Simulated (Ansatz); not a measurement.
# Calculations on CH6FPSeSi

### Relaxation

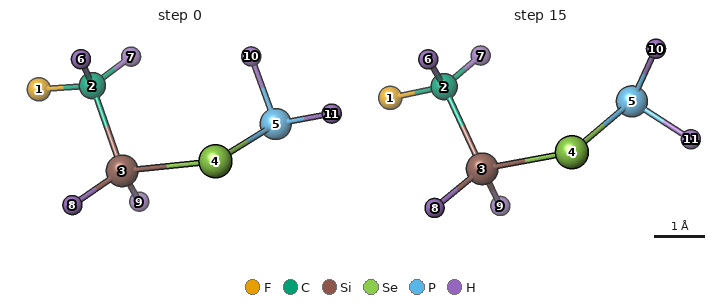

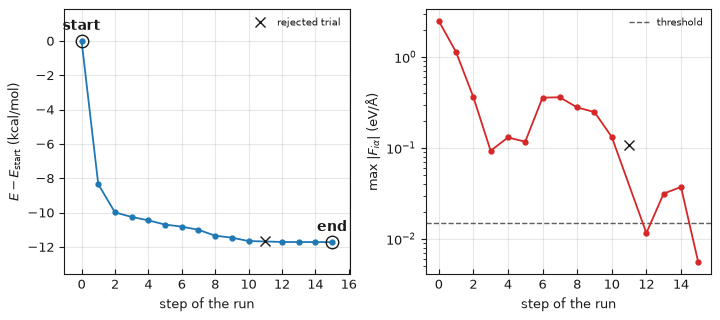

First and last geometry of a relaxation of CH6FPSeSi, with the history of the run. A ball-and-stick model, seen at a tilt.

The run prepares an end point of a later path (torsion) calculation, from a guessed geometry.

These are results of Ansatz, RKS PBE-D4/def2-SVP, not measurements.

Input file:
```yaml
crystal:
  periodic: [false, false, false]
  atoms:
    - { symbol: F, position_ang: [-1.4719, 2.2801, 0.1367] }
    - { symbol: C, position_ang: [-0.5539, 1.3875, 0.4295] }
    - { symbol: Si, position_ang: [-1.2344, -0.3202, 0.0553] }
    - { symbol: Se, position_ang: [0.4186, -1.8761, 0.6725] }
    - { symbol: P, position_ang: [1.6941, -1.3035, -1.0933] }
    - { symbol: H, position_ang: [-0.2893, 1.4823, 1.5045] }
    - { symbol: H, position_ang: [0.3795, 1.585, -0.1801] }
    - { symbol: H, position_ang: [-2.3951, -0.522, 0.8348] }
    - { symbol: H, position_ang: [-1.4956, -0.4288, -1.3233] }
    - { symbol: H, position_ang: [2.2596, -0.1498, -0.3601] }
    - { symbol: H, position_ang: [2.7538, -2.1916, -0.656] }
basis:
  gaussian: { orbitals: def2-SVP }
hamiltonian:
  xc: pbe
  dispersion: d4
relax:
  f_tol: 0.015
  max_steps: 40
output:
  orbitals: {}
```

Run as
```bash
ansatz run input.yaml --threads 2 --pin off --max-ram 3072MiB --backend cpu --events-out ev --progress --plain --runs-dir out
```

**Did the run converge, and what did it change?**

It converged. H10 moves most after the best rigid fit: 1.18 Å. By element the largest moves are H 1.18 Å, P 0.48 Å, F 0.31 Å, Se 0.20 Å, C 0.19 Å, Si 0.06 Å. Near-neighbour distances that change, for instance: Si3–H8 1.413 → 1.503 Å, F1–C2 1.313 → 1.395 Å, Se4–P5 2.252 → 2.312 Å, Si3–Se4 2.352 → 2.306 Å. Among the angles between lasting bonds that change: Se4–P5–H11 91.2° → 96.3°, Se4–P5–H10 91.5° → 95.8°, Se4–Si3–H8 109.8° → 105.6°. Groups turn about Se4–P5 by about 55°. Over 14 accepted moves (15 points after the start) the energy falls by 11.7 kcal/mol. Largest force component: 2.5 eV/Å at the start, 0.0055 eV/Å at the end. The line search rejected the trial step at point 11 of the run. The forces were under the threshold at step 12, but the run went on from there. The run took 24 s on 2 threads of Intel(R) Xeon(R) 6975P-C (Granite Rapids) (shared host), peak memory 0.21 GiB.

### Relaxation

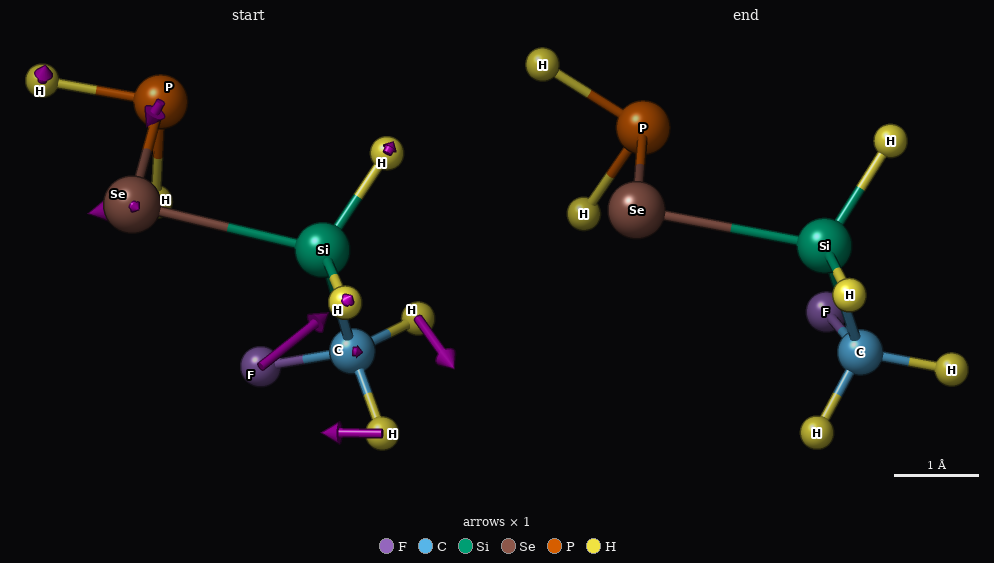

The structure of CH6FPSeSi before (left) and after (right) a relaxation, at one scale. The purple arrows give the displacements, at their true length.

The picture is a ball-and-stick view, seen from a free direction.

The run prepares an end point of a later path (torsion) calculation, from a guessed geometry.

These are results of RKS PBE-D4/def2-SVP (Ansatz), not measurements.

Input file:
```yaml
crystal:
  periodic: [false, false, false]
  atoms:
    - { symbol: F, position_ang: [-1.4719, 2.2801, 0.1367] }
    - { symbol: C, position_ang: [-0.5539, 1.3875, 0.4295] }
    - { symbol: Si, position_ang: [-1.2344, -0.3202, 0.0553] }
    - { symbol: Se, position_ang: [-3.39059, -0.02706, -0.8386] }
    - { symbol: P, position_ang: [-4.20781, 0.55039, 1.1792] }
    - { symbol: H, position_ang: [-0.2893, 1.4823, 1.5045] }
    - { symbol: H, position_ang: [0.3795, 1.585, -0.1801] }
    - { symbol: H, position_ang: [-0.39962, -0.93629, -0.90342] }
    - { symbol: H, position_ang: [-1.31316, -1.06471, 1.24696] }
    - { symbol: H, position_ang: [-3.75649, 1.94839, 1.00514] }
    - { symbol: H, position_ang: [-5.51186, 0.8253, 0.60754] }
basis:
  gaussian: { orbitals: def2-SVP }
hamiltonian:
  xc: pbe
  dispersion: d4
relax:
  f_tol: 0.015
  max_steps: 40
```

Command:
```bash
ansatz run input.yaml --threads 2 --pin off --max-ram 3072MiB --backend cpu --events-out ev --progress --plain --runs-dir out
```

Summarise the run.

The atom that moves furthest after the best rigid fit is F1 (1.19 Å). By element the largest moves are F 1.19 Å, H 1.00 Å, P 0.40 Å, C 0.13 Å, Se 0.13 Å, Si 0.08 Å. Some distances before and after: Si3–H9 1.407 → 1.503 Å, Si3–H8 1.413 → 1.505 Å, F1–C2 1.313 → 1.397 Å, Se4–P5 2.252 → 2.320 Å. Among the angles between lasting bonds that change: Se4–P5–H10 91.5° → 97.0°, Se4–Si3–H8 109.8° → 106.6°, C2–Si3–Se4 107.1° → 109.4°. Groups turn about C2–Si3 by about 55°, Se4–P5 by about 30°. After 13 accepted moves (16 points after the start) the energy has fallen by 14.6 kcal/mol. The largest force component goes from 2.8 to 0.015 eV/Å. The line search rejected the trial steps at points 10, 12, 14 of the run.

### Path

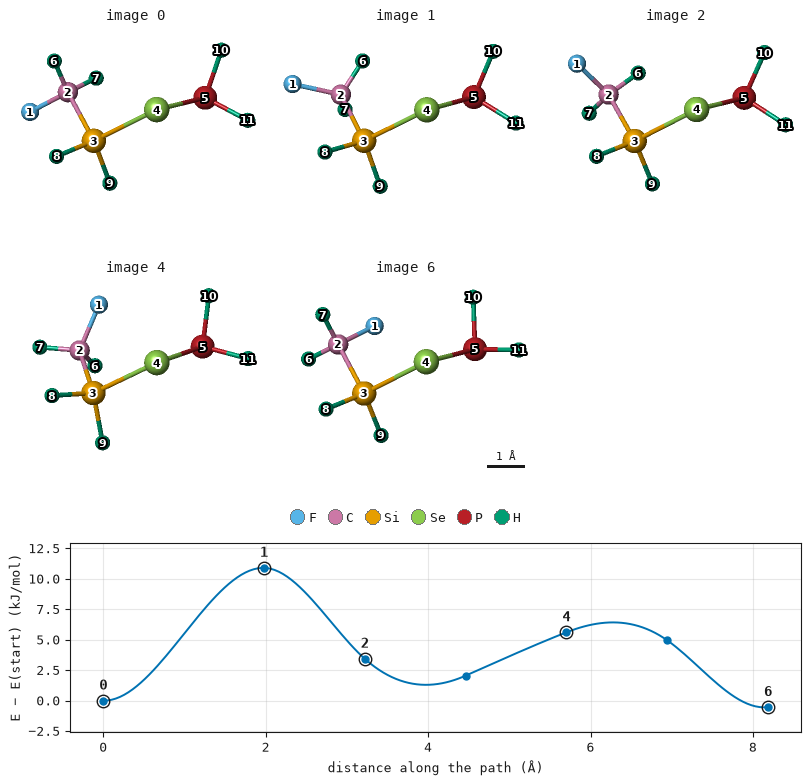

A nudged-elastic-band calculation for CH$_{6}$FPSeSi. Images are numbered from 0 (start) to 6 (end). Style: ball-and-stick. Shown at a tilt.

Computed with RKS PBE-D4/def2-SVP (Ansatz). Settings: 5 movable images; climbing image; force threshold 0.05 eV/Å; iteration limit 60; starting path through a guess of the saddle point.

Read off the barrier and say what moves.

Answer. The path has more than one stage, and so few images may leave a stage unresolved. No bond forms or breaks between the ends. The highest point, image 1, lies 10.9 kJ/mol above the start and 11.4 kJ/mol above the end; the end is at −0.5 kJ/mol relative to the start. The profile has 2 maxima (images 1, 4) with a dip at image 3 (+2.0 kJ/mol), so the process runs in steps. The band converged in 26 iterations. The largest component of the band force went from 430 to 0.024 eV/Å. The climbing image converged on the top of the path. Its vibrational analysis gives one imaginary mode (91i cm⁻¹), as a transition state must have.

The run took 2.8 min on 2 threads of Intel(R) Xeon(R) 6975P-C (Granite Rapids) (shared host), peak memory 0.21 GiB.
